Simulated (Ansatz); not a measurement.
# Strontium, dhcp under BLYP: from relaxation to bulk modulus

What does BLYP give for strontium in the dhcp structure? We relax it, solve it on a dense k-mesh, then scale the cell to 7 volumes from 88 to 112 % of the relaxed one and try a fit of the equation of state. Spin polarisation is left out. The k-meshes are 9×9×3 for the relaxation; 11×11×3 for the dense run; 10×10×3 for the volumes.

Computed with Ansatz 0.2.0 (DFT BLYP, plane waves (420 eV) with PAW, scalar-relativistic; the PAW data stem from PBE, with regenerated cores, unless a step says otherwise).

**1. The structure to begin with**

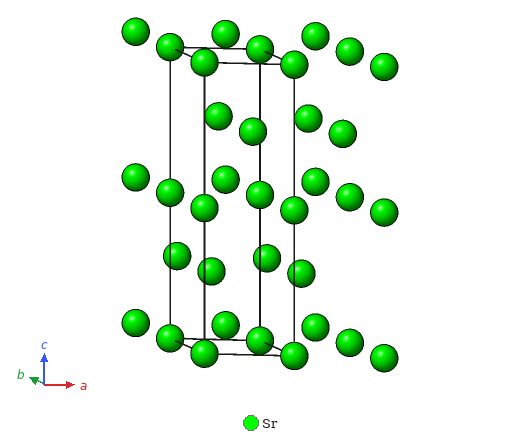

Start, viewed slightly off an axis; strontium green. 2×2×1 cells are drawn. Any atoms on the faces are drawn again on the opposite ones.

Coordinates:

```cif
data_structure
_symmetry_space_group_name_H-M 'P 1'
_symmetry_Int_Tables_number 1
_cell_length_a 4.3025
_cell_length_b 4.3025
_cell_length_c 14.0521
_cell_angle_alpha 90.000
_cell_angle_beta 90.000
_cell_angle_gamma 120.000
_cell_volume 225.28
loop_
_atom_site_label
_atom_site_type_symbol
_atom_site_fract_x
_atom_site_fract_y
_atom_site_fract_z
_atom_site_occupancy
Sr1 Sr 0.00000 0.00000 0.00000 1
Sr2 Sr 0.00000 0.00000 0.50000 1
Sr3 Sr 0.33333 0.66667 0.25000 1
Sr4 Sr 0.66667 0.33333 0.75000 1
```

**2. Relaxation of the cell**

input.yaml reads:

```yaml
crystal:
  lattice:
    - [4.3025266259, 0.0, 0.0]
    - [-2.1512633129, 3.7260973585, 0.0]
    - [0.0, 0.0, 14.0520519602]
  atoms:
    - { symbol: Sr, position: [0.0, 0.0, 0.0] }
    - { symbol: Sr, position: [0.0, 0.0, 0.5] }
    - { symbol: Sr, position: [0.3333333333, 0.6666666667, 0.25] }
    - { symbol: Sr, position: [0.6666666667, 0.3333333333, 0.75] }
hamiltonian:
  xc: blyp
  pseudopotentials:
    kind: paw
    azcp:
      Sr: "pseudopotentials/Sr.paw.azcp"
basis:
  ecutwfc: 420
  fft_grid_basis: typed
kpoints:
  mp_grid: { grid: [9, 9, 3], shift: [0, 0, 0] }
magnetization:
  spin_polarized: false
scf:
  occupations: { method: fermi_dirac, width: 0.1 }
relax:
  max_steps: 60
  f_tol: 0.01
  cell: {}
```

Launch:

```bash
> ansatz run input.yaml --threads 2 --pin off --max-ram 5120MiB --backend cpu --events-out ev --progress --plain --runs-dir out
```

The log of the run (excerpt; [...] marks lines left out):

```text
Warning: RAYON_NUM_THREADS=2 ignored (pool sized by the plan → 2); use --threads N
[...]
Pseudopotentials: kind: paw
Pseudopotential: Sr, paw, valence charge 10, recommended cutoff 420 eV (normal), <dir>
Functional definition: BLYP
[...]
Crystal: 4 atoms, lattice volume = 225.277 Å³
Basis set: ecut = 420 eV, 4385 PW (Γ), exchange–correlation on 60×60×192 points (8 copies of the dense FFT grid, shifted against one another)
Bands: 24, of which v1, the nominal top of the filled ones, is band 20 counted from 1 (19 counted from 0)
Symmetry: 24 space group operations
Space group: P63/mmc (ITA 194), of the structure as read, at distance tolerance 6.1e-5 Å
k-points: 24 of 243
[...]
SCF iter   1: F=—  HF=-14226.489355 eV  |F-HF|=—  |Δ(HF+E_count)|=         —  Δρ=2.54e-3  dr2=9.10e-3  ethr=1.77e-3  ⟨swp⟩=9.6  Hψ=6947  notcnv=0
[...]
relax step   1: F+E_penalty+E_count = -14226.49500559 eV  Δ(F+E_penalty+E_count) = +0.000e0 eV  max|allowed force component| = 5.320e-17 eV/Å  Δτ_max = 0.0000 Å  P = +0.049 GPa  Ω = 225.277 Å³  (7 SCF iters, dr2 threshold 1.00e-7 eV, accepted)
[...]
relax step   2: F+E_penalty+E_count = -14226.49509424 eV  Δ(F+E_penalty+E_count) = -8.865e-5 eV  max|allowed force component| = 1.388e-17 eV/Å  Δτ_max = 0.0000 Å  P = +0.032 GPa  Ω = 225.639 Å³  energy of the carried Pulay correction = -2.723e-6 eV  (4 SCF iters, dr2 threshold 6.91e-9 eV, accepted)
[...]
relax step   3: F+E_penalty+E_count = -14226.49509687 eV  Δ(F+E_penalty+E_count) = -2.621e-6 eV  max|allowed force component| = 3.469e-17 eV/Å  Δτ_max = 0.0000 Å  P = +0.032 GPa  Ω = 225.639 Å³  stress off target by 3.41e-2 GPa  SCF on the basis re-selected at this cell (its energy is not [...]
SCF converged after 5 iterations
Free energy (F): -14226.495097 eV
[...]
E sigma→0 (E₀):  -14226.402367 eV
Entropy (-TS):   -0.185460 eV (-46.365 meV/atom)
Fermi energy:    5.349156 eV
[...]
--- Forces (eV/Å), atoms counted from 1 ---
  atom   1  Sr     0.00000000     0.00000000     0.00000000
  atom   2  Sr     0.00000000     0.00000000     0.00000000
  atom   3  Sr     0.00000000     0.00000000     0.00000000
  atom   4  Sr    -0.00000000    -0.00000000    -0.00000000
[...]
--- Stress (GPa, compression-positive) ---
        0.030695       0.000000       0.000000
        0.000000       0.030695       0.000000
        0.000000       0.000000       0.034123
  P = ⅓ Tr σ = 0.0318 GPa (0.318 kbar)
--- Relaxed structure (2 steps of the walk, 2 accepted, 1 SCFs on fresh bases) ---
  F+E_penalty+E_count = -14226.49509687 eV   max|allowed force component| = 3.469e-17 eV/Å   (the final SCF, on the basis selected at the relaxed cell)
  cell:  # Å, volume = 225.6386 Å³
    - [4.304699742027624, -2.888200838868177e-11, 0.0]
    - [-2.1523498709887994, 3.7279793322746824, 0.0]
    - [0.0, 0.0, 14.060379617354528]
  atoms:
    - { symbol: Sr, position: [-2.3583147052534225e-35, -5.384124012495623e-37, -1.427675496137873e-37] }
    - { symbol: Sr, position: [-5.431750500876449e-36, 5.922536411692955e-36, 0.5] }
    - { symbol: Sr, position: [0.33333333333333337, 0.6666666666666667, 0.25] }
    - { symbol: Sr, position: [0.6666666666666667, 0.3333333333333333, 0.7499999999999999] }
```

It took 5 s on 2 threads of Intel Xeon 6975P-C (Granite Rapids), shared host; peak memory 0.52 GiB.

The walk, from the log:

| step | energy change (meV/atom) | largest force (eV/Å) | pressure (GPa) | volume (Å³/atom) |
| --- | --- | --- | --- | --- |
| 1 | 0.00 | 0.0000 | 0.05 | 56.319 |
| 2 | -0.02 | 0.0000 | 0.03 | 56.410 |
| 3 | -0.02 | 0.0000 | 0.03 | 56.410 |

Steps that repeat a cell are solved on a basis chosen anew, so their changes of energy are no gain of the relaxation.

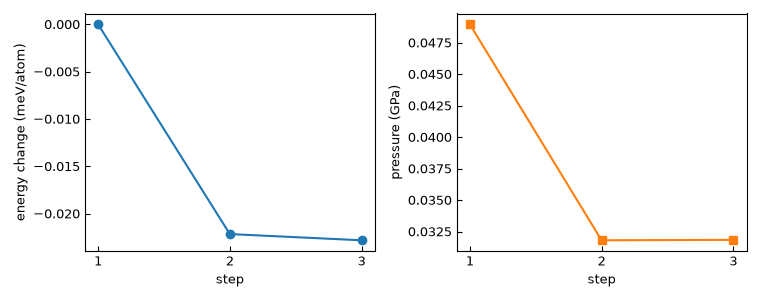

Energy and pressure over the accepted steps.

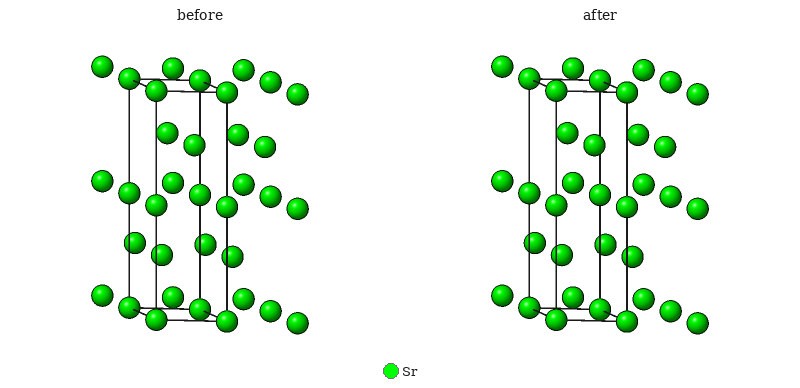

Before and after, at one scale. The cells drawn are those of the first picture.

The cell of the run, before and after:

|  | before | after | change |
| --- | --- | --- | --- |
| a (Å) | 4.303 | 4.305 | +0.1 % |
| b (Å) | 4.303 | 4.305 | +0.1 % |
| c (Å) | 14.052 | 14.060 | +0.1 % |
| volume (Å³/atom) | 56.319 | 56.410 | +0.2 % |
| shortest distance (Å) | 4.303 | 4.305 | +0.1 % |
| space group (spins left aside) | P6_3/mmc | P6_3/mmc | same |

**3. Dense single point**

input.yaml reads:

```yaml
crystal:
  lattice:
    - [4.304699742, 0.0, 0.0]
    - [-2.152349871, 3.7279793323, 0.0]
    - [0.0, 0.0, 14.0603796174]
  atoms:
    - { symbol: Sr, position: [1.0, 1.0, 1.0] }
    - { symbol: Sr, position: [1.0, 0.0, 0.5] }
    - { symbol: Sr, position: [0.3333333333, 0.6666666667, 0.25] }
    - { symbol: Sr, position: [0.6666666667, 0.3333333333, 0.75] }
hamiltonian:
  xc: blyp
  pseudopotentials:
    kind: paw
    azcp:
      Sr: "pseudopotentials/Sr.paw.azcp"
basis:
  ecutwfc: 420
  fft_grid_basis: typed
kpoints:
  mp_grid: { grid: [11, 11, 3], shift: [0, 0, 0] }
magnetization:
  spin_polarized: false
scf:
  occupations: { method: fermi_dirac, width: 0.1 }
output:
  write_density: true
  write_potential: true
  elf: true
  volumetric_format: npy
```

Launch:

```bash
> ansatz run input.yaml --threads 2 --pin off --max-ram 5120MiB --backend cpu --events-out ev --progress --plain --runs-dir out
```

The log of the run (excerpt; [...] marks lines left out):

```text
Warning: RAYON_NUM_THREADS=2 ignored (pool sized by the plan → 2); use --threads N
[...]
[... 3 set-up lines as earlier in the session ...]
[...]
Crystal: 4 atoms, lattice volume = 225.639 Å³
Basis set: ecut = 420 eV, 4409 PW (Γ), exchange–correlation on 60×60×192 points (8 copies of the dense FFT grid, shifted against one another)
Bands: 24, of which v1, the nominal top of the filled ones, is band 20 counted from 1 (19 counted from 0)
[... 2 set-up lines as earlier in the session ...]
k-points: 32 of 363
[...]
SCF iter   1: F=—  HF=-14226.492520 eV  |F-HF|=—  |Δ(HF+E_count)|=         —  Δρ=2.53e-3  dr2=9.03e-3  ethr=1.77e-3  ⟨swp⟩=10.4  Hψ=9403  notcnv=0
[...]
SCF iter   7: F=-14226.498384 eV  HF=-14226.498383 eV  |F-HF|=6.27e-8  |Δ(HF+E_count)|=   4.01e-7  Δρ=4.55e-6  dr2=3.69e-8  ethr=2.50e-10  ⟨swp⟩=3.8  Hψ=3776  notcnv=0
[...]
SCF converged after 7 iterations
Free energy (F): -14226.498384 eV
[...]
E sigma→0 (E₀):  -14226.408936 eV
Entropy (-TS):   -0.178895 eV (-44.724 meV/atom)
Fermi energy:    5.348321 eV
[...]
--- Band table (eV; the first three rows and the last of 32) ---
[...]
```

Wall time 3 s (2 threads of Intel Xeon 6975P-C (Granite Rapids), shared host); peak memory 0.53 GiB.

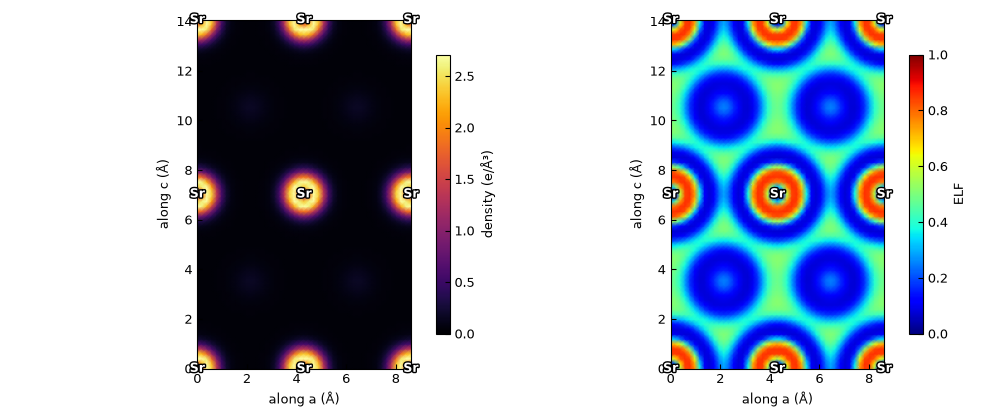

Density (left) and ELF (right) in a lattice plane of the grid's cell (edges 4.30 and 14.06 Å, at 0.000 of the third edge), which holds Sr. Only atoms in the plane are labelled. Both are smooth fields of the valence electrons: close to the nuclei they are not physical.

Outside the cores ELF peaks at 0.55 between the atoms, 2.7 Å from Sr.

**4. The cell scaled to 88 % of its volume**

input.yaml reads:

```yaml
crystal:
  lattice:
    - [4.1251247645, 0.0, 0.0]
    - [-2.0625623822, 3.5724628399, 0.0]
    - [0.0, 0.0, 13.4738364193]
  atoms:
    - { symbol: Sr, position: [1.0, 1.0, 1.0] }
    - { symbol: Sr, position: [1.0, 0.0, 0.5] }
    - { symbol: Sr, position: [0.3333333333, 0.6666666667, 0.25] }
    - { symbol: Sr, position: [0.6666666667, 0.3333333333, 0.75] }
hamiltonian:
  xc: blyp
  pseudopotentials:
    kind: paw
    azcp:
      Sr: "pseudopotentials/Sr.paw.azcp"
basis:
  ecutwfc: 420
  fft_grid_basis: typed
kpoints:
  mp_grid: { grid: [10, 10, 3], shift: [0, 0, 0] }
magnetization:
  spin_polarized: false
scf:
  occupations: { method: fermi_dirac, width: 0.1 }
  lower_state_search: "off"
output:
  stress: true
```

Launch:

```bash
> ansatz run input.yaml --threads 2 --pin off --max-ram 5120MiB --backend cpu --events-out ev --progress --plain --runs-dir out
```

The log of the run (excerpt; [...] marks lines left out):

```text
Warning: RAYON_NUM_THREADS=2 ignored (pool sized by the plan → 2); use --threads N
[...]
[... 3 set-up lines as earlier in the session ...]
[...]
Crystal: 4 atoms, lattice volume = 198.562 Å³
Basis set: ecut = 420 eV, 3861 PW (Γ), exchange–correlation on 60×60×192 points (8 copies of the dense FFT grid, shifted against one another)
Bands: 24, of which v1, the nominal top of the filled ones, is band 20 counted from 1 (19 counted from 0)
[... 1 set-up line as earlier in the session ...]
Space group: P63/mmc (ITA 194), of the structure as read, at distance tolerance 5.8e-5 Å
k-points: 28 of 300
[...]
SCF iter   1: F=—  HF=-14226.356524 eV  |F-HF|=—  |Δ(HF+E_count)|=         —  Δρ=2.64e-3  dr2=7.53e-3  ethr=1.77e-3  ⟨swp⟩=9.8  Hψ=8130  notcnv=0
[...]
SCF iter   7: F=-14226.363887 eV  HF=-14226.363887 eV  |F-HF|=3.70e-8  |Δ(HF+E_count)|=   3.25e-7  Δρ=6.22e-6  dr2=6.14e-8  ethr=2.50e-10  ⟨swp⟩=3.8  Hψ=3640  notcnv=0
[...]
SCF converged after 7 iterations
Free energy (F): -14226.363887 eV
[...]
E sigma→0 (E₀):  -14226.280025 eV
Entropy (-TS):   -0.167724 eV (-41.931 meV/atom)
Fermi energy:    6.271980 eV
[...]
--- Stress (GPa, compression-positive) ---
        1.695687      -0.000000       0.000000
       -0.000000       1.695687       0.000000
        0.000000       0.000000       1.777989
  P = ⅓ Tr σ = 1.7231 GPa (17.231 kbar)
```

It took 2 s on 2 threads of Intel Xeon 6975P-C (Granite Rapids), shared host; peak memory 0.5 GiB.

**5. The cell scaled to 92 % of its volume**

input.yaml: that of step 4 with these lines changed.

```diff
@@ -2,5 +2,5 @@
   lattice:
-    - [4.1251247645, 0.0, 0.0]
-    - [-2.0625623822, 3.5724628399, 0.0]
-    - [0.0, 0.0, 13.4738364193]
+    - [4.1867028693, 0.0, 0.0]
+    - [-2.0933514346, 3.6257910429, 0.0]
+    - [0.0, 0.0, 13.6749681082]
   atoms:
```

Launch:

```bash
> ansatz run input.yaml --threads 2 --pin off --max-ram 5120MiB --backend cpu --events-out ev --progress --plain --runs-dir out
```

The log of the run (excerpt; [...] marks lines left out):

```text
Warning: RAYON_NUM_THREADS=2 ignored (pool sized by the plan → 2); use --threads N
[...]
[... 3 set-up lines as earlier in the session ...]
[...]
Crystal: 4 atoms, lattice volume = 207.588 Å³
Basis set: ecut = 420 eV, 3987 PW (Γ), exchange–correlation on 60×60×192 points (8 copies of the dense FFT grid, shifted against one another)
Bands: 24, of which v1, the nominal top of the filled ones, is band 20 counted from 1 (19 counted from 0)
[... 1 set-up line as earlier in the session ...]
Space group: P63/mmc (ITA 194), of the structure as read, at distance tolerance 5.9e-5 Å
k-points: 28 of 300
[...]
SCF iter   1: F=—  HF=-14226.434750 eV  |F-HF|=—  |Δ(HF+E_count)|=         —  Δρ=2.58e-3  dr2=7.83e-3  ethr=1.77e-3  ⟨swp⟩=10.1  Hψ=8132  notcnv=0
[...]
SCF iter   7: F=-14226.441506 eV  HF=-14226.441506 eV  |F-HF|=4.59e-8  |Δ(HF+E_count)|=   3.92e-7  Δρ=6.14e-6  dr2=7.20e-8  ethr=2.50e-10  ⟨swp⟩=3.8  Hψ=3633  notcnv=0
[...]
SCF converged after 7 iterations
Free energy (F): -14226.441506 eV
[...]
E sigma→0 (E₀):  -14226.355137 eV
Entropy (-TS):   -0.172738 eV (-43.184 meV/atom)
Fermi energy:    5.940789 eV
[...]
--- Stress (GPa, compression-positive) ---
        1.031395      -0.000000       0.000000
        0.000000       1.031395       0.000000
        0.000000       0.000000       1.096823
  P = ⅓ Tr σ = 1.0532 GPa (10.532 kbar)
```

Wall time 2.1 s (2 threads of Intel Xeon 6975P-C (Granite Rapids), shared host); peak memory 0.5 GiB.

(Part 1 of 2 ends here.)
